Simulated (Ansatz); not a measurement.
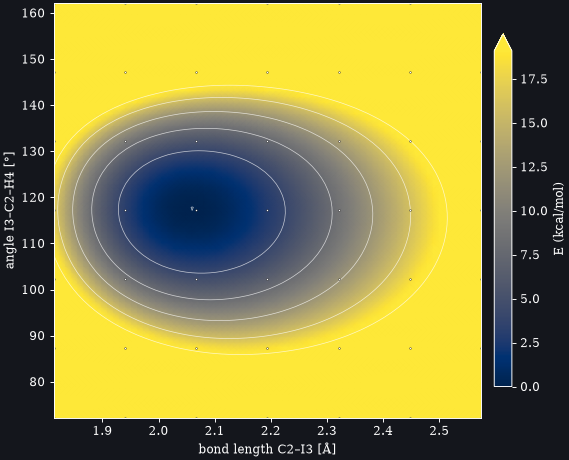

CHClI, SMILES Cl[CH]I, spin multiplicity 2. 
- The first coordinate is: bond length C2–I3; the second: angle I3–C2–H4.
- Nothing is relaxed (all other coordinates rigid).
- The grid has 7 × 7 points.
- Energies: kcal/mol, counted from the lowest grid point.
- Level of theory: UKS r2SCAN-D4/def2-TZVP in Ansatz.

Drawn: a smooth colour map with a few white contour lines, dots at the grid points, one colour for all values above the top of the scale. Between grid points the surface is interpolated.

Where is the minimum, and how stiff is the well along each coordinate?

The interpolated minimum is at bond length C2–I3 ≈ 2.059 Å, angle I3–C2–H4 ≈ 117.2°. The curvatures there are about 16 eV/Å² and 6.5 eV/rad², with a cross term of about 0 eV/(Å·rad). Round the minimum the two coordinates are nearly uncoupled. (1 eV is 23.1 kcal/mol.)
